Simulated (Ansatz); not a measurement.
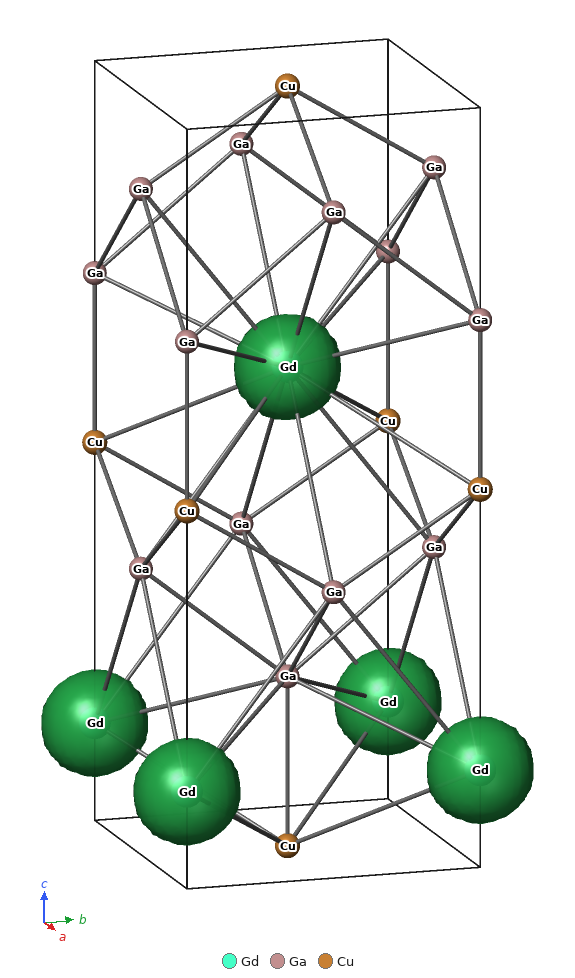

GdGa3Cu. Isosurfaces of the spin density (up minus down) at +1 (green) and −1 e/Å³ (red), seen slightly off an axis. Sticks mark near contacts.

Space group I4mm; spin-polarised.

Computed with DFT PBEsol, scalar-relativistic, plane waves, PAW (Ansatz).

In a PAW calculation such maps are meaningful between the atoms, not at the nuclei.

```cif
data_structure
_symmetry_space_group_name_H-M 'P 1'
_symmetry_Int_Tables_number 1
_cell_length_a 4.0951
_cell_length_b 4.0951
_cell_length_c 10.4081
_cell_angle_alpha 90.000
_cell_angle_beta 90.000
_cell_angle_gamma 90.000
_cell_volume 174.54
loop_
_atom_site_label
_atom_site_type_symbol
_atom_site_fract_x
_atom_site_fract_y
_atom_site_fract_z
_atom_site_occupancy
Gd1 Gd 0.00000 0.00000 0.12792 1
Gd2 Gd 0.50000 0.50000 0.62792 1
Ga1 Ga 0.00000 0.50000 0.37634 1
Ga2 Ga 0.50000 0.00000 0.87634 1
Ga3 Ga 0.50000 0.00000 0.37634 1
Ga4 Ga 0.00000 0.50000 0.87634 1
Ga5 Ga 0.00000 0.00000 0.72046 1
Ga6 Ga 0.50000 0.50000 0.22046 1
Cu1 Cu 0.00000 0.00000 0.49756 1
Cu2 Cu 0.50000 0.50000 0.99756 1
```

Where is the spin, and how is it ordered?

The spin density sits on Gd: +7.0 μB (×2) in one cell of 10 atoms: parallel moments, as they must be, since the calculation's own cell holds one magnetic site. The cell of the calculation (5 atoms) carries 7.0 μB of net spin moment. Only one sign reaches the isovalue.
